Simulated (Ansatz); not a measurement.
# Cr4InGaN2: relaxing a made-up structure

Starting from a made-up structure for Cr4InGaN2, the aim is the relaxed cell, its shortest contacts and, where a second run follows, its electronic structure.

Program: Ansatz 0.2.0. Level of theory: DFT, PBEsol, plane-wave PAW, files of the set soft_1, scalar-relativistic, ferromagnetic start, cell and ions relaxed at zero pressure; PAW set soft_1. Results are calculated unless marked as measured.

In doubt: warnings of the run leave room for a lower electronic state, so energies may not be the lowest and differences between runs may mislead.

### 1. Starting point

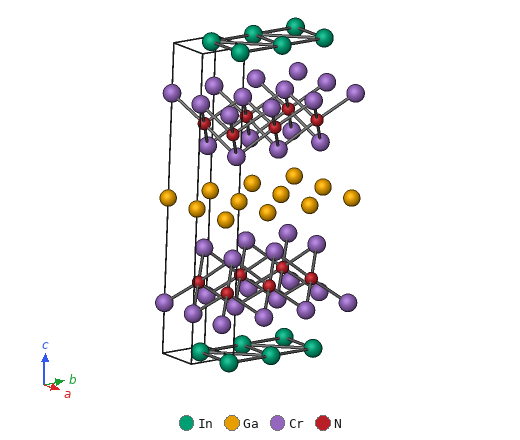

Start, viewed slightly off an axis; indium teal, gallium orange, chromium purple, nitrogen red. 2×3×1 cells are drawn. Bonds to atoms that aren't drawn are left out. Some periodic images of atoms are drawn too.

### 2. Relaxation of the guess

The guess takes its coordinates from another compound and its volume from a rule, so the cell and any free coordinates are relaxed together.

input.yaml reads:

```yaml
crystal:
  lattice:
    - [2.92, 0.0, 0.0]
    - [-1.46, 2.528794179, 0.0]
    - [0.0, 0.0, 12.88]
  atoms:
    - { symbol: In, position: [0.333333333, 0.666666667, 0.0] }
    - { symbol: Ga, position: [0.0, 0.0, 0.5] }
    - { symbol: Cr, position: [0.333333333, 0.666666667, 0.3353], spin: 3.0 }
    - { symbol: Cr, position: [0.0, 0.0, 0.1624], spin: 3.0 }
    - { symbol: Cr, position: [0.0, 0.0, 0.8376], spin: 3.0 }
    - { symbol: Cr, position: [0.333333333, 0.666666667, 0.6647], spin: 3.0 }
    - { symbol: "N", position: [0.666666667, 0.333333333, 0.2444] }
    - { symbol: "N", position: [0.666666667, 0.333333333, 0.7556] }
magnetization:
  spin_polarized: true
kpoints:
  mp_grid: { grid: [10, 10, 2] }
scf:
  occupations: { method: fermi_dirac, width: 0.05 }
hamiltonian:
  xc: pbesol
  pseudopotentials: { kind: paw, azcp: { folder: soft_1 }, xc_functional: pbe }
relax:
  f_tol: 0.015
  max_steps: 70
  cell: {}
output:
  forces: true
  stress: true
```

On the command line:

```bash
$ ansatz run input.yaml --threads 4 --pin off --max-ram 10240MiB --backend cpu --events-out ev --progress --plain --runs-dir out
```

Numbers of over 12 decimals in the logs are rounded to 6 here.

The log of the run:

```text
Engine: ansatz 0.2.0, aarch64-unknown-linux-gnu
Pseudopotentials: kind: paw
Pseudopotential: In, paw, valence charge 13, recommended cutoff 420 eV (normal), soft_1/In.paw.azcp
Pseudopotential: Ga, paw, valence charge 13, recommended cutoff 420 eV (normal), soft_1/Ga.paw.azcp
Pseudopotential: Cr, paw, valence charge 14, recommended cutoff 420 eV (normal), soft_1/Cr.paw.azcp
Pseudopotential: N, paw, valence charge 5, recommended cutoff 420 eV (normal), soft_1/N.paw.azcp
Functional definition: PBEsol
  exchange = pbesol_x
  correlation = pbesol_c
Crystal: 8 atoms, lattice volume = 95.107 Å³
Basis set: ecut = 420 eV, 1831 PW (Γ), exchange–correlation on 40×40×180 points (8 copies of the dense FFT grid, shifted against one another)
Bands: 63, of which v1, the nominal top of the filled ones, is band 46 counted from 1 (45 counted from 0)
Symmetry: 12 space group operations
Space group: P-6m2 (ITA 187), of the structure as read, at distance tolerance 4.6e-5 Å
Magnetic group: BNS 187.209 (UNI 1439), of the structure as read, at distance tolerance 4.6e-5 Å
k-points: 28 of 200 (time reversal used)
Non-local potential: In, projectors of the file, l = 0: 2, l = 1: 2, l = 2: 2, l = 3: 1
Non-local potential: Ga, projectors of the file, l = 0: 2, l = 1: 2, l = 2: 3, l = 3: 1
Non-local potential: Cr, projectors of the file, l = 0: 3, l = 1: 2, l = 2: 3, l = 3: 1
Non-local potential: N, projectors of the file, l = 0: 2, l = 1: 2, l = 2: 1
PAW form: soft (Blöchl's): semilocal exchange-correlation on the pseudo side does not see the compensation charge
PAW frozen core: In, regenerated for the run's functional, and the local potential with it (the file was generated under x = pbe(κ = 0.804, μ = 0.219515), c = pbe(β = 0.066725))
PAW frozen core: Ga, regenerated for the run's functional, and the local potential with it (the file was generated under x = pbe(κ = 0.804, μ = 0.219515), c = pbe(β = 0.066725))
PAW frozen core: Cr, regenerated for the run's functional, and the local potential with it (the file was generated under x = pbe(κ = 0.804, μ = 0.219515), c = pbe(β = 0.066725))
PAW frozen core: N, regenerated for the run's functional, and the local potential with it (the file was generated under x = pbe(κ = 0.804, μ = 0.219515), c = pbe(β = 0.066725))
PAW one-centre angular grid: In, 590 points (default); XC on 64 Gauss nodes
PAW one-centre angular grid: Ga, 590 points (default); XC on 64 Gauss nodes
PAW one-centre angular grid: Cr, 590 points (default); XC on 64 Gauss nodes
PAW one-centre angular grid: N, 110 points (default); XC on 64 Gauss nodes
Initial density: superposition of atomic densities (chi_scale 0.1, normalization cell, long waves kept (reshape's long-wave potential 0.37 eV rms))
Starting moments: Σ|m| = 12 μB on 4 of 8 sites
Initial wavefunctions: pseudopotential atomic-orbital guess
Functional: x = pbesol(κ = 0.804, μ = 0.123457), c = pbesol(β = 0.046)
SCF iter   1: F=—  HF=-23426.665742 eV  |F-HF|=—  |Δ(HF+E_count)|=         —  Δρ=7.75e-2 (↑7.75e-2 ↓3.79e-2)  dr2=1.32e1  dr2_m=8.80e-1  M=8.686 μB ∫|m|=9.434 μB  β_m=0.30  ethr=3.10e-3  ⟨swp⟩=6.0  Hψ=11889  notcnv=0
Mixer restart at iter 1: flushing history
preconditioner: auto → Kerker (q_TF=auto, 2.713 Å⁻¹)  [metal: Δε(μ)=0.005 eV  Ē_g=11.585 eV  σ=0.050 eV  W_gap=0.02  n_scr=40 (ndim 8)  ℏωp=29.5 eV  f_vac=0.000  D(μ)=5.64/eV (n_scr^D=66)]
spin=Collinear: Kerker preconditioning applied to the charge; magnetization (m = ρ↑ − ρ↓) channel mixes plain (no charge-response kernel on spin).
SCF iter   2: F=—  HF=-23424.820514 eV  |F-HF|=—  |Δ(HF+E_count)|=    1.85e0  Δρ=4.28e-2 (↑4.28e-2 ↓2.36e-2)  dr2=5.07e0  dr2_m=3.42e-1  M=8.603 μB ∫|m|=9.425 μB  β_m=0.46  ethr=3.10e-3  ⟨swp⟩=2.8  Hψ=6726  notcnv=0  defer=339
SCF iter   3: F=—  HF=-23423.959565 eV  |F-HF|=—  |Δ(HF+E_count)|=   8.61e-1  Δρ=1.37e-2 (↑1.37e-2 ↓1.06e-2)  dr2=7.68e-1  dr2_m=5.14e-2  M=8.255 μB ∫|m|=9.138 μB  β_m=0.64  ethr=3.10e-3  ⟨swp⟩=2.0  Hψ=4670  notcnv=0  defer=339
SCF iter   4: F=—  HF=-23424.030966 eV  |F-HF|=—  |Δ(HF+E_count)|=   7.14e-2  Δρ=6.80e-3 (↑3.78e-3 ↓6.80e-3)  dr2=4.78e-2  dr2_m=1.98e-2  M=7.793 μB ∫|m|=8.642 μB  β_m=0.82  ethr=8.34e-4  ⟨swp⟩=2.4  Hψ=5138  notcnv=0  defer=345
SCF iter   5: F=—  HF=-23424.095939 eV  |F-HF|=—  |Δ(HF+E_count)|=         —  Δρ=1.06e-2 (↑1.06e-2 ↓8.79e-3)  dr2=7.51e-3  dr2_m=8.02e-2  M=7.129 μB ∫|m|=7.839 μB  β_m=0.82  ethr=5.19e-5  ⟨swp⟩=2.0  Hψ=5615  notcnv=0  defer=343
Mixer restart at iter 5: flushing history
SCF iter   6: F=—  HF=-23424.090201 eV  |F-HF|=—  |Δ(HF+E_count)|=   5.74e-3  Δρ=4.63e-3 (↑4.63e-3 ↓3.88e-3)  dr2=4.78e-3  dr2_m=1.48e-2  M=7.002 μB ∫|m|=7.679 μB  β_m=0.91  ethr=8.16e-6  ⟨swp⟩=2.2  Hψ=6115  notcnv=0  defer=343
SCF iter   7: F=—  HF=-23424.095322 eV  |F-HF|=—  |Δ(HF+E_count)|=   5.12e-3  Δρ=2.22e-3 (↑2.22e-3 ↓2.14e-3)  dr2=5.60e-3  dr2_m=1.86e-3  M=6.916 μB ∫|m|=7.571 μB  β_m=0.76  ethr=5.20e-6  ⟨swp⟩=3.0  Hψ=5742  notcnv=0  defer=345
SCF iter   8: F=—  HF=-23424.085280 eV  |F-HF|=—  |Δ(HF+E_count)|=   1.00e-2  Δρ=4.27e-4 (↑4.27e-4 ↓3.43e-4)  dr2=1.12e-4  dr2_m=1.07e-4  M=6.873 μB ∫|m|=7.519 μB  β_m=0.81  ethr=5.20e-6  ⟨swp⟩=2.3  Hψ=5477  notcnv=0  defer=339
[...]
relax step   4: F+E_penalty+E_count = -23425.07288430 eV  Δ(F+E_penalty+E_count) = -1.330e-1 eV  max|allowed force component| = 3.196e-1 eV/Å  Δτ_max = 0.0335 Å  P = +0.839 GPa  Ω = 91.935 Å³  energy of the carried Pulay correction = +3.651e-3 eV  (30 SCF iters, accepted)
relax step   5: F+E_penalty+E_count = -23425.11835621 eV  Δ(F+E_penalty+E_count) = -4.547e-2 eV  max|allowed force component| = 1.500e-1 eV/Å  Δτ_max = 0.0336 Å  P = -0.170 GPa  Ω = 93.296 Å³  energy of the carried Pulay correction = +2.069e-3 eV  (19 SCF iters, accepted)
relax step   6: F+E_penalty+E_count = -23425.12011532 eV  Δ(F+E_penalty+E_count) = -1.759e-3 eV  max|allowed force component| = 1.039e-1 eV/Å  Δτ_max = 0.0092 Å  P = +0.001 GPa  Ω = 93.208 Å³  energy of the carried Pulay correction = +2.171e-3 eV  (22 SCF iters, accepted)
relax step   7: F+E_penalty+E_count = -23425.12157339 eV  Δ(F+E_penalty+E_count) = -1.458e-3 eV  max|allowed force component| = 4.641e-2 eV/Å  Δτ_max = 0.0134 Å  P = +0.117 GPa  Ω = 93.230 Å³  energy of the carried Pulay correction = +2.145e-3 eV  (22 SCF iters, accepted)
relax step   8: F+E_penalty+E_count = -23425.12235481 eV  Δ(F+E_penalty+E_count) = -7.814e-4 eV  max|allowed force component| = 6.672e-3 eV/Å  Δτ_max = 0.0072 Å  P = +0.100 GPa  Ω = 93.355 Å³  energy of the carried Pulay correction = +2.001e-3 eV  (17 SCF iters, accepted)
relax step   9: F+E_penalty+E_count = -23425.12232239 eV  Δ(F+E_penalty+E_count) = +3.242e-5 eV  max|allowed force component| = 2.480e-3 eV/Å  Δτ_max = 0.0009 Å  P = +0.019 GPa  Ω = 93.409 Å³  energy of the carried Pulay correction = +1.939e-3 eV  (20 SCF iters, accepted)
relax step  10: F+E_penalty+E_count = -23425.12141185 eV  Δ(F+E_penalty+E_count) = +9.105e-4 eV  max|allowed force component| = 2.866e-3 eV/Å  Δτ_max = 0.0000 Å  P = +0.010 GPa  Ω = 93.409 Å³  stress off target by 3.68e-2 GPa  SCF on the basis re-selected at this cell (its energy is not comparable with the rows above)  (17 SCF iters)
basis re-selected at this cell: Δ(F+E_penalty+E_count) = +9.105e-4 eV, ΔP = -0.009 GPa vs the last step (what re-selecting the basis moved, of the pressure what is left beyond the Pulay correction that the steps carried, after the strain that the cell walked since its last selection, with what the two solves' SCF thresholds leave and, on support functions, any second-order correction that the steps lacked; it is no m [...]
an SCF from ferrimagnetic starting moments (0.00, 0.00, 3.00, 3.00, -3.00, 3.00, 0.00, 0.00 Bohr magnetons, atom by atom) was not made, so that it is not known whether that order lies lower: the deck asks for what bars it, or types moments that do (magnetization.spin_polarized, in the input reference, names some of the keys), or the run goes by scf.lower_state_search: light, the default, which as a rule tries one only behind a close that has lost an order of both signs, or on which an open d or half-filled 4f shell of a PAW file has lost a moment that was set nearer to Hund's than to what is left; [rest of the remark cut]
SCF converged after 17 iterations
Magnetization: 1.2321 μB (46.6160 up, 45.3840 down)
Absolute magnetization: 4.8844 μB (∫|ρ↑−ρ↓|, with the PAW one-centre terms)
Spin contamination: 1.3081 ħ² per cell (⟨S²⟩ above its minimum at these occupations)
Per-site moments (μB) at R_I (Å): [(0.014402, 1.173709), (-0.033832, 1.090382), (1.225605, 0.813384), (-0.678959, 0.793638), (-0.678959, 0.793638), (1.225605, 0.813384), (-0.012034, 0.793638), (-0.012034, 0.793638)]
Free energy (F): -23425.121412 eV
Harris-Foulkes:  -23425.121412 eV  (|F-HF|=1.09e-11)
Internal energy: -23425.064362 eV  (E = F + TS)
E sigma→0 (E₀):  -23425.092887 eV
Entropy (-TS):   -0.057050 eV (-7.131 meV/atom)
Fermi energy:    16.551952 eV
--- Per-component energies (eV) ---
  E_band       = -587.247068
  E_kinetic    = 1813.069607
  E_local      = -7991.980217  (includes V_loc(G=0)·N_el)
  E_nonlocal   = 485.530510
  E_hartree    = 3900.732390
  E_xc         = -787.800159
  E_vxc        = -890.774756  (∫ρ·V_xc dr)
  E_paw        = -11101.413189  (= ΣΔE_a)
  E_vpaw       = -1804.562192  (= ΣTr[D̂ρ^β])
  E_aug_tail   = 0.005397  (compensation charges beyond the density's cutoff)
  E_ewald      = -9745.003782
  E_core_change = 1.795079  (= ΣΔE_core)
  E_smearing   = -0.057050  (= −TS)
  E_closure    = 0.000000  (closes the sum)
  Σ components = -23425.121412   (vs F -23425.121412, Δ=0.00e0)
--- Forces (eV/Å), atoms counted from 1 ---
  atom   1  In     0.00000000     0.00000000    -0.00000000
  atom   2  Ga     0.00000000    -0.00000000     0.00000000
  atom   3  Cr    -0.00000000     0.00000000     0.00103756
  atom   4  Cr     0.00000000    -0.00000000    -0.00286553
  atom   5  Cr     0.00000000    -0.00000000     0.00286553
  atom   6  Cr    -0.00000000     0.00000000    -0.00103756
  atom   7  N     -0.00000000     0.00000000     0.00199913
  atom   8  N     -0.00000000     0.00000000    -0.00199913
  max |Σ_I F_I| component: 5.55e-17 eV/Å
--- Stress (GPa, compression-positive) ---
        0.032893       0.000000      -0.000000
        0.000000       0.032893       0.000000
       -0.000000       0.000000      -0.036772
  P = ⅓ Tr σ = 0.0097 GPa (0.097 kbar)
--- Relaxed structure (9 steps of the walk, 9 accepted, 1 SCFs on fresh bases) ---
  F+E_penalty+E_count = -23425.12141185 eV   max|allowed force component| = 2.866e-3 eV/Å   (the final SCF, on the basis selected at the relaxed cell)
  cell:  # Å, volume = 93.4091 Å³
    - [2.956593, 0, 1.5929164004553748e-18]
    - [-1.478297, 2.560485, -7.964582002276873e-19]
    - [7.026288780161075e-18, 0, 12.338865]
  atoms:
    - { symbol: In, position: [0.333333, 0.666667, -3.6196190541053263e-19] }
    - { symbol: Ga, position: [4.625929271425607e-18, -7.517135066874404e-18, 0.5] }
    - { symbol: Cr, position: [0.333333, 0.666667, 0.336428] }
    - { symbol: Cr, position: [2.8226058796262235e-18, -7.517135066874392e-18, 0.184494] }
    - { symbol: Cr, position: [6.429252663224967e-18, -7.517135066874392e-18, 0.815506] }
    - { symbol: Cr, position: [0.333333, 0.666667, 0.663572] }
    - { symbol: N, position: [0.666667, 0.333333, 0.256430] }
    - { symbol: N, position: [0.666667, 0.333333, 0.743570] }
```

Elapsed: 2.7 min, on 4 threads of Arm Neoverse V2, shared host; peak memory 0.63 GiB; 10 min of CPU time.

The steps of the relaxation:

| step | energy less that of the first step (eV) | largest force component (eV/Å) | pressure (GPa) | volume (Å³) |
| --- | --- | --- | --- | --- |
| 1 | 0.0000 | 2.0858 | -5.71 | 95.11 |
| 2 | -0.4829 | 1.3151 | -7.88 | 94.96 |
| 3 | -0.8545 | 0.4902 | 6.77 | 89.29 |
| 4 | -0.9875 | 0.3196 | 0.84 | 91.93 |
| 5 | -1.0330 | 0.1500 | -0.17 | 93.30 |
| 6 | -1.0348 | 0.1039 | 0.00 | 93.21 |
| 7 | -1.0362 | 0.0464 | 0.12 | 93.23 |
| 8 | -1.0370 | 0.0067 | 0.10 | 93.36 |
| 9 | -1.0370 | 0.0025 | 0.02 | 93.41 |
| 10* | -1.0361 | 0.0029 | 0.01 | 93.41 |

Relaxation steps marked * repeat the geometry before them on a plane-wave basis chosen anew for their cell, so energy and pressure can jump there.

Forces are held to the 12 operations that the run works with; a distortion that breaks them can't arise in this run.

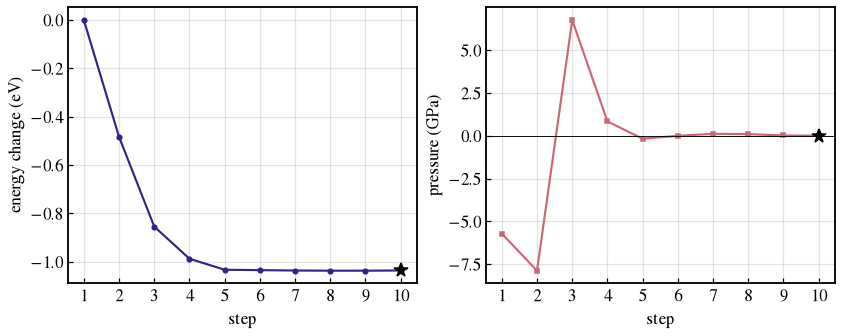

Energy and pressure along the relaxation. Stars mark steps on a basis chosen anew.

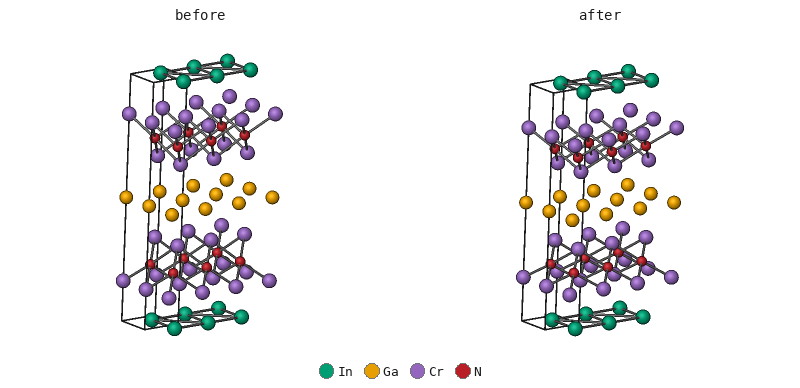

Before and after, at one scale. Bonds to atoms that aren't drawn are left out.

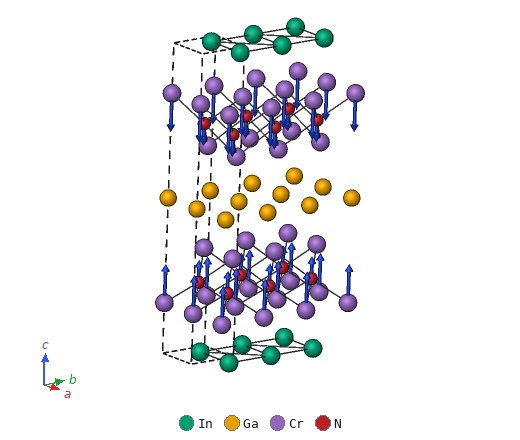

Displacements in the relaxation, exaggerated, measured against the changing cell; the longest in the cell stands for 0.27 Å. Bonds to atoms that aren't drawn are left out. 2×3×1 cells are drawn. Some periodic images of atoms are drawn too.

| conventional cell, symmetrised | before | after | change |
| --- | --- | --- | --- |
| a (Å) | 2.920 | 2.957 | +1.3 % |
| b (Å) | 2.920 | 2.957 | +1.3 % |
| c (Å) | 12.880 | 12.339 | -4.2 % |
| volume (Å³/atom) | 11.89 | 11.68 | -1.8 % |

The atoms that moved most (Å, as changes of fractional coordinates times the final cell):

| atom | dx | dy | dz | length |
| --- | --- | --- | --- | --- |
| Cr4 | 0.000 | 0.000 | 0.273 | 0.273 |
| Cr5 | 0.000 | 0.000 | -0.273 | 0.273 |
| N8 | 0.000 | 0.000 | -0.148 | 0.148 |
| N7 | 0.000 | 0.000 | 0.148 | 0.148 |
| Cr3 | 0.000 | 0.000 | 0.014 | 0.014 |
| Cr6 | 0.000 | 0.000 | -0.014 | 0.014 |

Final coordinates:

```xyz
8
Lattice="2.9566 0.0000 0.0000 -1.4783 2.5605 0.0000 0.0000 0.0000 12.3389" Properties=species:S:1:pos:R:3 pbc="T T T"
In    0.0000    1.7070    0.0000
Ga    0.0000    0.0000    6.1694
Cr    0.0000    1.7070    4.1511
Cr    0.0000    0.0000    2.2765
Cr    0.0000    0.0000   10.0624
Cr    0.0000    1.7070    8.1877
N     1.4783    0.8535    3.1641
N     1.4783    0.8535    9.1748
```

This step gave:

```yaml
free_energy: -23425.1214 eV
energy_at_zero_smearing: -23425.0929 eV
smearing_term_ts: 0.05705 eV
fermi_energy: 16.55 eV
magnetization: 1.232 μB
absolute_magnetization: 4.884 μB
site_moments: 0.01440, -0.03383, 1.226, -0.6790, -0.6790, 1.226, -0.01203, -0.01203 μB
electrons: 92
symmetry_operations: 12
pressure: 0.009671 GPa
```

Site moment by atom:

| atom | site moment (μB) |
| --- | --- |
| In1 | 0.01 |
| Ga2 | -0.03 |
| Cr3 | 1.23 |
| Cr4 | -0.68 |
| Cr5 | -0.68 |
| Cr6 | 1.23 |
| N7 | -0.01 |
| N8 | -0.01 |

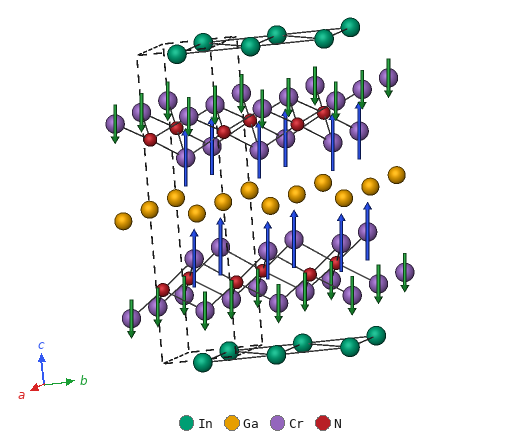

Site moment as arrows, the longest 1.23 μB. Up and down stand for the sign. Arrows give size and sign along the axis of quantisation, drawn up and down the page. The two directions have two colours. Bonds to atoms that aren't drawn are left out. 2×3×1 cells are drawn. Some periodic images of atoms are drawn too.

Shortest distances by pair of elements, guess and relaxed (not always the same contact):

| pair | guess (Å) | relaxed (Å) |
| --- | --- | --- |
| Cr–N | 1.989 | 1.924 |
| Cr–Cr | 2.793 | 2.535 |
| Cr–Ga | 2.710 | 2.643 |
| Cr–In | 2.687 | 2.845 |
| In–In | 2.920 | 2.957 |

The relaxation ends with a largest force component of 0.0029 eV/Å and a pressure of 0.01 GPa.

### 3. Results

```yaml
space_group_relaxed: P-6m2
conventional_cell: a = 2.957, b = 2.957, c = 12.339 Å; α = 90.0°, β = 90.0°, γ = 120.0°
volume_per_atom: 11.68 Å³ (guess 11.89)
total_moment: 1.23 μB in the cell of 8 atoms
```

What this shows: Cr4InGaN2 relaxes to P-6m2 with a = 2.957, b = 2.957 and c = 12.339 Å. The guessed volume was 2 % too large. The space group P-6m2 was held in the relaxation, so the end point is a stationary structure within it and may be a saddle against distortions or other arrangements. The input starts from parallel moments, and no other start was typed; the run left that order, and the end state is ferrimagnetic. The electronic state may lie above the lowest one. Mesh and cutoff weren't tested. No dispersion term is used, so weakly bound directions may come out too long. Nothing here tests whether the compound is stable against decomposition.

[Logs are printed without paths, hosts, clocks, repeated set-up lines and the standing remarks that a program may print on its own settings, such as how far it seeks lower states.]

[Hosts, paths, dates, database ids (printed as entryN), source tags and the programs' standing remarks are cut or masked in the printed files.]
